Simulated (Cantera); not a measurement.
Input: 1 mol Zr, 6.9 mol N2O, 0.41 mol N2, equilibrated at 6150 Torr.

Equilibrium computed with Cantera from the NASA thermochemical tables; the gas is ideal and each condensed phase is pure. Candidate condensed phases: Zr, ZrN, ZrO2; 13 gas species. Equilibrium is a limit: real reactors are often held back by kinetics, nucleation or transport.

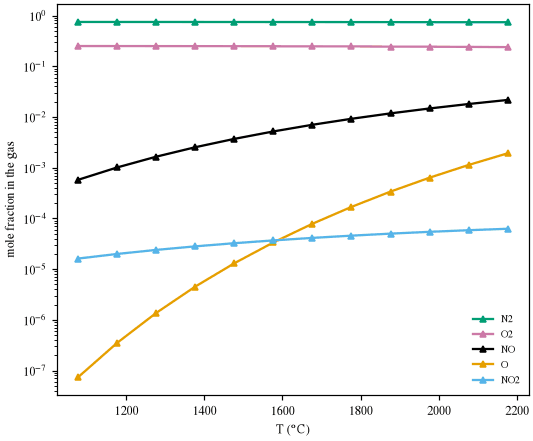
Equilibrium gas composition (values under 1e-9 drawn at 1e-9)

From 1077 °C to 1177 °C the condensed part is ZrO2(monoclinic). From 1277 °C to 2177 °C the condensed part is ZrO2(tetragonal).
